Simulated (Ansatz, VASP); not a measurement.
# PtSe2 in two plane-wave programs, part 2 of 2

Aim: how closely do two programs agree when they are given the same cell, functional and k mesh? The start cell is built, not measured: As first built, before any earlier steps moved the atoms: it takes the PtS2 structure with some of its atoms replaced by other elements, volume scaled by an estimate. The cell comes out of the VASP series on this material, whose earlier steps may have relaxed, scaled or displaced it; both programs get it as it stands.

VASP 6.6.1 and Ansatz 0.2.0.

So far: The structure; VASP: band structure, HSE06.

**3. Ansatz: band structure, HSE06**

Level of this step: Ansatz beside VASP: Kohn-Sham DFT, plane waves, HSE06 (Ansatz).

Ansatz runs on its default PAW (the set named soft_2) files.

The same cell, functional, mesh and smearing now go to Ansatz, which takes its cutoff from its data sets.

input.yaml reads:

```yaml
crystal:
  lattice:
    - [3.7845975877, 0.0, 0.0]
    - [-1.8922987938, 3.2775575, 0.0]
    - [0.0, 0.0, 5.3840240956]
  atoms:
    - { symbol: Pt, position: [0.0, 0.0, 0.0] }
    - { symbol: Se, position: [0.33333333, 0.66666667, 0.2389777842] }
    - { symbol: Se, position: [0.66666667, 0.33333333, 0.7610222158] }
hamiltonian:
  xc: { exchange: pbe, correlation: pbe, exx: { coeff: 0.25, omega: 0.2 } }
  pseudopotentials: { kind: paw }
kpoints:
  mp_grid: { grid: [4, 4, 3] }
  band_path:
    path:
      - [0.0, 0.0, 0.0]
      - [0.4, 0.0, 0.0]
      - [0.4, 0.2, 0.0]
      - [0.26667, 0.26667, 0.0]
      - [0.2, 0.2, 0.0]
      - [0.0, 0.0, 0.1]
      - [0.0, 0.0, 0.5]
      - [0.4, 0.0, 0.5]
      - [0.4, 0.2, 0.5]
      - [0.2, 0.2, 0.5]
      - [0.5, 0.0, 0.4]
      - [0.33333, 0.33333, 0.0]
      - [0.33333, 0.33333, 0.5]
    npoints: 1
scf:
  occupations: { method: gaussian, width: 0.02 }
  n_extra_bands: 7
output:
  forces: true
  stress: true
  eigenvalues: true
  write_density: true
  write_potential: true
  elf: true
  volumetric_format: npy
```

Launch:

```bash
$ ansatz run input.yaml --threads 4 --pin off --max-ram 9216MiB --backend cpu --events-out ev --progress --plain --runs-dir out
```

Numbers of over 12 decimals in the logs are rounded to 6 here.

Output:

```text
Warning: output.stress: scf.convergence.dr2_threshold = 1e-7 eV (the SCF's general default) is looser than the 3e-10 eV advised for a printed stress (1e-10 eV for each atom of the cell: 3). What an SCF threshold leaves in a stress goes as its square root, and in the free energy as the threshold itself, and one threshold admits the most on a small cell: [figures from the program's tests cut] Set scf.convergence.dr2_threshold to 3e-10 eV or tighter. The threshold is an SCF's pass mark: one that does not reach it within its budget of iterations ends unconverged, or closes short of it on a stop that the run arms, and scf.convergence.dr2_threshold's page says what that costs each kind of run
Warning: output.stress: scf.exx.energy_threshold = 1e-6 eV is looser than the 3e-8 eV advised for a stress under a hybrid functional (1e-8 eV for each atom of the cell: 3). Every SCF of the exchange loop can meet its threshold on dr2 while the loop round them stops early: no threshold on dr2 bounds what that leaves in the stress. Set scf.exx.energy_threshold to 3e-8 eV or tighter. The threshold is the loop's pass mark: a loop that does not reach it within its budget of cycles ends unconverged, and scf.exx.energy_threshold's page has the law
scf.n_extra_bands = 7 over 25 filled bands (N_el = 50.0): the run solves 32 bands
Engine: ansatz 0.2.0, aarch64-unknown-linux-gnu
Pseudopotentials: kind: paw
Pseudopotential: Pt, paw, valence charge 18, recommended cutoff 420 eV (normal), Pt.paw.azcp
Pseudopotential: Se, paw, valence charge 16, recommended cutoff 420 eV (normal), Se.paw.azcp
Functional definition: unnamed
  parameter a_1 = 0.25
  parameter omega_1 = 0.2/angstrom
  exchange = pbe_x + (-a_1)*pbe_x_sr(omega_1) + a_1*exact_x_sr(omega_1)
  correlation = pbe_c
Crystal: 3 atoms, lattice volume = 66.785 Å³
Basis set: ecut = 420 eV, 1277 PW (Γ), exchange–correlation on 54×54×72 points (8 copies of the dense FFT grid, shifted against one another)
Bands: 32, of which v1, the nominal top of the filled ones, is band 25 counted from 1 (24 counted from 0)
Symmetry: 12 space group operations
Space group: P-3m1 (ITA 164), of the structure as read, at distance tolerance 4.1e-5 Å
k-points: 9 of 48
Non-local potential: Pt, projectors of the file, l = 0: 3, l = 1: 2, l = 2: 2, l = 3: 1
Non-local potential: Se, projectors of the file, l = 0: 2, l = 1: 2, l = 2: 3, l = 3: 1
PAW form: soft (Blöchl's): semilocal exchange-correlation on the pseudo side does not see the compensation charge
PAW frozen core: Pt, regenerated for the run's functional, and the local potential with it (the file was generated under x = pbe(κ = 0.804, μ = 0.219515), c = pbe(β = 0.066725))
PAW frozen core: Se, regenerated for the run's functional, and the local potential with it (the file was generated under x = pbe(κ = 0.804, μ = 0.219515), c = pbe(β = 0.066725))
PAW one-centre angular grid: Pt, 590 points (default); XC on 64 Gauss nodes
PAW one-centre angular grid: Se, 590 points (default); XC on 64 Gauss nodes
Initial density: superposition of atomic densities (neutral atoms: chi_scale 0, normalization atom), corrected by the library's trained network
Initial wavefunctions: pseudopotential atomic-orbital guess
Functional: x = pbe(κ = 0.804, μ = 0.219515), c = pbe(β = 0.066725), warm-up for x = pbe(κ = 0.804, μ = 0.219515) + 0.25 (exact − pbe) at short range (hse, ω = 0.2 Å⁻¹), c = pbe(β = 0.066725)
SCF iter   1: F=—  HF=-23462.376307 eV  |F-HF|=—  |Δ(HF+E_count)|=         —  Δρ=5.07e-3  dr2=1.88e-2  ethr=1.77e-3  ⟨swp⟩=8.6  Hψ=1196  notcnv=0
preconditioner: auto → Kerker (q_TF=auto, 2.600 Å⁻¹)  [metal: Δε(μ)=0.023 eV  Ē_g=11.138 eV  σ=0.020 eV  W_gap=0.49  n_scr=22 (ndim 8)  ℏωp=21.3 eV  f_vac=0.075  D(μ)=3.60/eV (n_scr^D=34)]
iter 2 solved again at ethr=2.82e-6 eV; its pass at ethr=3.76e-5 eV (dr2=1.41e-3 eV) is discarded
SCF iter   2: F=—  HF=-23462.373852 eV  |F-HF|=—  |Δ(HF+E_count)|=   2.45e-3  Δρ=1.33e-3  dr2=1.41e-3  ethr=2.82e-6  ⟨swp⟩=2.3  Hψ=1226  notcnv=0  defer=1
preconditioner: auto → none  [insulator: Δε(μ)=0.623 eV  Ē_g=11.145 eV  σ=0.020 eV  W_gap=0.83  n_scr=22 (ndim 8)  ℏωp=21.3 eV  f_vac=0.075  D(μ)=4.45/eV (n_scr^D=40)]
SCF iter   3: F=—  HF=-23462.374088 eV  |F-HF|=—  |Δ(HF+E_count)|=   2.36e-4  Δρ=8.56e-4  dr2=8.40e-4  ethr=2.82e-6  ⟨swp⟩=3.2  Hψ=664  notcnv=0  defer=1
SCF iter   4: F=—  HF=-23462.374048 eV  |F-HF|=—  |Δ(HF+E_count)|=   3.96e-5  Δρ=3.33e-4  dr2=2.83e-5  ethr=1.68e-6  ⟨swp⟩=3.0  Hψ=575  notcnv=0
SCF iter   5: F=—  HF=-23462.374147 eV  |F-HF|=—  |Δ(HF+E_count)|=   9.92e-5  Δρ=1.16e-4  dr2=1.04e-5  ethr=5.65e-8  ⟨swp⟩=4.0  Hψ=770  notcnv=0
SCF iter   6: F=—  HF=-23462.374151 eV  |F-HF|=—  |Δ(HF+E_count)|=   3.18e-6  Δρ=2.31e-5  dr2=3.26e-7  ethr=2.09e-8  ⟨swp⟩=3.0  Hψ=551  notcnv=0
SCF iter   7: F=—  HF=-23462.374151 eV  |F-HF|=—  |Δ(HF+E_count)|=   2.37e-7  Δρ=4.37e-6  dr2=1.33e-8  ethr=6.52e-10  ⟨swp⟩=3.3  Hψ=619  notcnv=0
SCF iter   8: F=—  HF=-23462.374151 eV  |F-HF|=—  |Δ(HF+E_count)|=   1.36e-8  Δρ=2.06e-6  dr2=4.33e-9  ethr=2.67e-11  ⟨swp⟩=3.3  Hψ=671  notcnv=0
SCF iter   9: F=-23462.374151 eV  HF=-23462.374151 eV  |F-HF|=1.64e-10  |Δ(HF+E_count)|=  6.91e-11  Δρ=5.14e-7  dr2=2.41e-10  ethr=8.67e-12  ⟨swp⟩=3.0  Hψ=541  notcnv=0
SCF 1 converged in 9 iterations: F = -23462.374151 eV  dr2 = 2.41e-10
[...]
Frozen-core exchange: fock
[...]
preconditioner: auto → none  [insulator: Δε(μ)=0.228 eV  Ē_g=12.688 eV  σ=0.020 eV  W_gap=1.00  n_scr=22 (ndim 8)  ℏωp=21.3 eV  f_vac=0.079  D(μ)=0.00/eV (n_scr^D=0)]
[...]
SCF 3 stopped early in 4 iterations: F = -23467.546575 eV  dr2 = 6.46e-6
  Residual-converged pass: ⟨swp⟩=4.0  Hψ=819  notcnv=0  max |occ|·‖R‖ = 6.1e-6 eV (tolerance 6.7e-6 eV)  dr2=6.48e-6  dr2_onsite=5.87e-8  max |Δocc| = 4.5e-21
hybrid outer 2: dexx = +8.027e-4 eV, tail = 2.03e-4 eV, Δε = 9.65e-2 eV (about 5.87e-3 eV left of the loop's levels), ΔF = 2.93e-2 eV/Å (tail 1.30e-2)
Exchange kernel: α = 0.2500, screened, ω = 0.2000 Å⁻¹, Wigner–Seitz truncation, v(0) = 1103.2915 eV·Å³, q-mesh 4×4×3, nearest image of the exchange supercell L = 15.14 Å, pair-density grid 15×15×24, without the augmentation charges, whose exchange is taken in its separable form by FFT convolution over the k-point mesh (sized by the pseudopotential files, 24×24×36 at the most), smooth part of the exact exchange by density-matrix convolution
Frozen-core exchange: fock
[...]
preconditioner: auto → none  [insulator: Δε(μ)=0.234 eV  Ē_g=12.697 eV  σ=0.020 eV  W_gap=1.00  n_scr=22 (ndim 8)  ℏωp=21.3 eV  f_vac=0.080  D(μ)=0.00/eV (n_scr^D=0)]
SCF iter   2: F=—  HF=-23467.546545 eV  |F-HF|=—  |Δ(HF+E_count)|=   1.61e-6  Δρ=2.00e-5  dr2=3.11e-6  ethr=1.35e-8  ⟨swp⟩=3.0  Hψ=563  notcnv=0
SCF iter   3: F=—  HF=-23467.546600 eV  |F-HF|=—  |Δ(HF+E_count)|=   5.54e-5  Δρ=3.25e-5  dr2=5.33e-7  ethr=1.57e-10  ⟨swp⟩=4.8  Hψ=1052  notcnv=0
SCF iter   4: F=—  HF=-23467.546600 eV  |F-HF|=—  |Δ(HF+E_count)|=   2.02e-7  Δρ=5.80e-6  dr2=7.62e-8  ethr=1.57e-10  ⟨swp⟩=3.0  Hψ=738  notcnv=0
SCF iter   5: F=—  HF=-23467.546600 eV  |F-HF|=—  |Δ(HF+E_count)|=   3.55e-7  Δρ=8.63e-6  dr2=2.59e-8  ethr=1.30e-11  ⟨swp⟩=4.4  Hψ=937  notcnv=0  defer=2
SCF iter   6: F=—  HF=-23467.546600 eV  |F-HF|=—  |Δ(HF+E_count)|=   8.79e-9  Δρ=1.20e-6  dr2=3.94e-9  ethr=1.30e-11  ⟨swp⟩=3.2  Hψ=653  notcnv=0
Mixer restart at iter 6: flushing history
SCF iter   7: F=—  HF=-23467.546600 eV  |F-HF|=—  |Δ(HF+E_count)|=   1.65e-8  Δρ=2.21e-6  dr2=1.43e-9  ethr=1.61e-12 (applied; sched 1.00e-12)  ⟨swp⟩=4.0  Hψ=680  notcnv=0
SCF iter   8: F=-23467.546600 eV  HF=-23467.546600 eV  |F-HF|=8.73e-11  |Δ(HF+E_count)|=  5.35e-10  Δρ=9.35e-7  dr2=1.70e-10  ethr=1.46e-12 (applied; sched 1.00e-12)  ⟨swp⟩=3.1  Hψ=614  notcnv=0
SCF 4 converged in 8 iterations: F = -23467.546600 eV  dr2 = 1.70e-10
  Residual-converged pass: ⟨swp⟩=3.0  Hψ=656  notcnv=0  max |occ|·‖R‖ = 2.5e-7 eV (tolerance 2.7e-7 eV)  dr2=1.69e-10  dr2_onsite=1.99e-11  max |Δocc| = 9.3e-25
hybrid outer 3: dexx = +1.909e-6 eV, tail = 4.41e-7 eV, Δε = 2.41e-3 eV (about 1.04e-4 eV left of the loop's levels), ΔF = 1.98e-3 eV/Å (tail 6.97e-4)
Exchange kernel: α = 0.2500, screened, ω = 0.2000 Å⁻¹, Wigner–Seitz truncation, v(0) = 1103.2915 eV·Å³, q-mesh 4×4×3, nearest image of the exchange supercell L = 15.14 Å, pair-density grid 15×15×24, without the augmentation charges, whose exchange is taken in its separable form by FFT convolution over the k-point mesh (sized by the pseudopotential files, 24×24×36 at the most), smooth part of the exact exchange by density-matrix convolution
Frozen-core exchange: fock
SCF iter   1: F=—  HF=-23467.546600 eV  |F-HF|=—  |Δ(HF+E_count)|=         —  Δρ=1.33e-6  dr2=3.04e-10  ethr=2.20e-10  ⟨swp⟩=8.1  Hψ=724  notcnv=0
SCF iter   2: F=-23467.546600 eV  HF=-23467.546600 eV  |F-HF|=6.91e-11  |Δ(HF+E_count)|=  8.00e-11  Δρ=7.46e-7  dr2=1.17e-10  ethr=1.50e-12 (applied; sched 1.00e-12)  ⟨swp⟩=3.8  Hψ=621  notcnv=0
SCF 5 converged in 2 iterations: F = -23467.546600 eV  dr2 = 1.17e-10
  Residual-converged pass: ⟨swp⟩=3.0  Hψ=668  notcnv=0  max |occ|·‖R‖ = 2.7e-7 eV (tolerance 2.7e-7 eV)  dr2=1.17e-10  dr2_onsite=8.76e-12  max |Δocc| = 1.7e-26
hybrid outer 4: dexx = +1.486e-10 eV, tail = 2.59e-10 eV, Δε = 2.77e-5 eV (about 6.41e-6 eV left of the loop's levels), ΔF = 2.43e-4 eV/Å (tail 6.17e-5)
NSCF: frozen V_eff on 13 k-points
hybrid SCF converged: 4 outer / 21 inner (+9 warm-up), last move |dexx| = 1.49e-10 eV, tail = 2.59e-10 eV
Stability not checked: this state was not tested for a lower state beside it, because the functional holds exact exchange (a hybrid, or Hartree-Fock), whose exchange loop this test does not read (fock_operator; see scf.lower_state_search)
Free energy (F): -23467.546600 eV
Frozen-core exchange: fock
Harris-Foulkes:  -23467.546600 eV  (|F-HF|=6.91e-11)
Internal energy: -23467.546600 eV  (E = F + TS)
E sigma→0 (E₀):  -23467.546600 eV
Fermi energy:    11.485900 eV
--- Per-component energies (eV) ---
  E_band       = -1177.924089
  E_kinetic    = 869.561722
  E_local      = -7308.767118  (includes V_loc(G=0)·N_el)
  E_nonlocal   = -990.377845
  E_hartree    = 3371.769028
  E_xc         = -374.423660
  E_vxc        = -395.212820  (∫ρ·V_xc dr)
  E_exx        = -200.746536  (= α·E_x^exact, valence–valence)
  E_paw        = -13172.721822  (= ΣΔE_a)
  E_vpaw       = 304.827653  (= ΣTr[D̂ρ^β])
  E_aug_tail   = -0.001021  (compensation charges beyond the density's cutoff)
  E_ewald      = -5657.669585
  E_core_change = -4.169763  (= ΣΔE_core)
  E_smearing   = -0.000000  (= −TS)
  E_closure    = 0.000000  (closes the sum)
  Σ components = -23467.546600   (vs F -23467.546600, Δ=0.00e0)
--- Forces (eV/Å), atoms counted from 1 ---
  atom   1  Pt    -0.00000000     0.00000000     0.00000000
  atom   2  Se     0.00000000    -0.00000000    -0.45931480
  atom   3  Se    -0.00000000     0.00000000     0.45931480
  max |Σ_I F_I| component: 2.31e-18 eV/Å
--- Stress (GPa, compression-positive) ---
       -4.868519       0.000000       0.000000
        0.000000      -4.868519      -0.000000
       -0.000000      -0.000000      -2.658592
  P = ⅓ Tr σ = -4.1319 GPa (-41.319 kbar)
--- Band table (eV; the first three rows and the last of 9) ---
  k-point 0: bands = [... 21 lower, 8.0728, 10.0740, 10.0740, 11.3704, 13.2630, 13.2630, 15.7963, 15.8878, ... 3 higher]
  k-point 1: bands = [... 21 lower, 8.1957, 9.6878, 9.8636, 9.8636, 13.7007, 13.7007, 16.3645, 17.4609, ... 3 higher]
  k-point 2: bands = [... 21 lower, 7.2757, 8.7130, 9.2785, 9.9854, 12.7473, 13.4339, 16.7382, 18.2903, ... 3 higher]
  k-point 8: bands = [... 21 lower, 7.0235, 7.7391, 8.3759, 9.0461, 12.4317, 13.3510, 17.5131, 18.5559, ... 3 higher]
```

Elapsed: 30 s, on 4 threads of Arm Neoverse V2, shared host; peak memory 0.94 GiB; 1.8 min of CPU time.

The column dr2 measures how far the density is from self-consistency, as an energy; F and HF (Harris–Foulkes) agree once it is small.

**4. Side by side**

Known differences besides the PAW data sets themselves: exact exchange at q = 0 is treated differently, which shows on coarse meshes; VASP keeps PBE cores, Ansatz makes them for the functional; the data sets hold 50 valence electrons in Ansatz (default PAW (the set named soft_2) files) and 22 in VASP; the cutoff is 420 eV in Ansatz and 400 eV in VASP; VASP takes a coarser grid for exact exchange (PRECFOCK = Fast). Total energies have different zeros and are not compared.

The two programs side by side:

| quantity | Ansatz | VASP | difference |
| --- | --- | --- | --- |
| gap over the path points (eV) | 0.423 | 0.413 | +0.009 |

Forces (eV/Å; atoms numbered as in POSCAR):

```csv
atom,"Ansatz x, y, z","VASP x, y, z"
Pt1,"0.000, 0.000, 0.000","0.000, 0.000, 0.000"
Se2,"0.000, 0.000, -0.459","0.000, 0.000, -0.471"
Se3,"0.000, 0.000, 0.459","0.000, 0.000, 0.471"
```

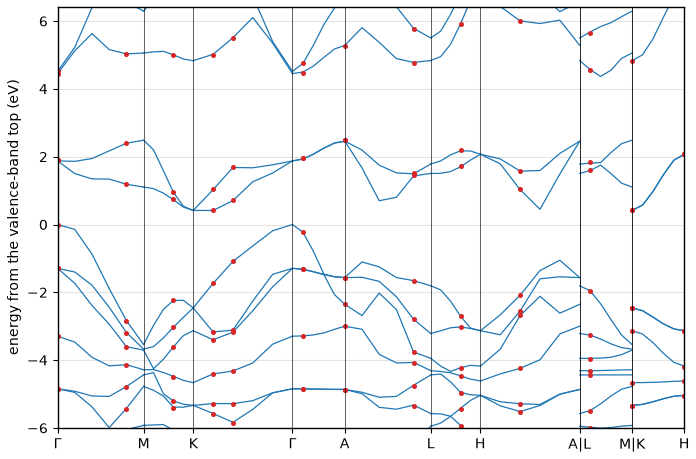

Bands from VASP (lines) and levels from Ansatz (dots). Dots without a line are higher empty bands that the VASP plot leaves out.

Levels at points of the path, from each program's valence-band top (eV; 4 filled, then empty):

| k (reciprocal lattice) | Ansatz | VASP |
| --- | --- | --- |
| 0.000 0.000 0.000 | -3.30 -1.30 -1.30 0.00 1.89 1.89 4.43 | -3.29 -1.29 -1.29 0.00 1.88 1.88 4.45 |
| 0.400 0.000 0.000 | -4.14 -3.61 -3.19 -2.84 1.20 2.42 5.04 | -4.13 -3.60 -3.19 -2.83 1.19 2.40 5.03 |
| 0.400 0.200 0.000 | -4.48 -3.62 -3.04 -2.24 0.74 0.96 5.00 | -4.47 -3.61 -3.03 -2.24 0.73 0.95 5.00 |
| 0.267 0.267 0.000 | -4.41 -3.41 -3.17 -1.73 0.42 1.04 5.01 | -4.41 -3.40 -3.17 -1.74 0.41 1.03 5.02 |
| 0.200 0.200 0.000 | -4.33 -3.18 -3.12 -1.09 0.71 1.70 5.50 | -4.32 -3.18 -3.12 -1.09 0.70 1.68 5.51 |
| 0.000 0.000 0.100 | -3.29 -1.32 -1.32 -0.23 1.95 1.95 4.47 | -3.29 -1.32 -1.32 -0.23 1.93 1.93 4.50 |
| 0.000 0.000 0.500 | -3.01 -2.35 -1.57 -1.57 2.48 2.48 5.26 | -3.00 -2.35 -1.57 -1.57 2.46 2.46 5.28 |
| 0.400 0.000 0.500 | -4.07 -3.77 -2.80 -1.66 1.46 1.51 4.78 | -4.07 -3.76 -2.80 -1.66 1.43 1.50 4.78 |
| 0.400 0.200 0.500 | -4.47 -4.23 -3.02 -2.71 1.72 2.20 5.92 | -4.46 -4.22 -3.02 -2.71 1.70 2.17 5.92 |
| 0.200 0.200 0.500 | -4.25 -2.68 -2.56 -2.09 1.04 1.58 6.01 | -4.24 -2.68 -2.55 -2.09 1.03 1.57 6.00 |

The forces differ by 5.3 meV/Å r.m.s., which is 2.4 % of the r.m.s. force of 0.22 eV/Å (both taken over all components). Among the levels compared (up to four filled and three empty ones at each point), filled levels agree within 15 meV and empty ones within 28 meV.

**5. Results**

| Item | Value |
| --- | --- |
| difference in gap over the path points (band structure, HSE06) | 0.0091 eV |
| r.m.s. force difference (band structure, HSE06) | 2.4 % of the r.m.s. force |

In words: The r.m.s. force difference is 2.4 % of the r.m.s. force (band structure, HSE06), within the 3 % picked in this series as the mark of a large difference. How closely two codes agree says nothing of how well the functional describes the real material.

[Lines on the potential files, build, host, timing and source positions are cut from VASP's logs without a mark.]

[Logs are printed without paths, hosts, clocks, repeated set-up lines and the standing remarks that a program may print on its own settings, such as how far it seeks lower states.]

[Hosts, paths, dates, database ids (printed as entryN), source tags and the programs' standing remarks are cut or masked in the printed files.]
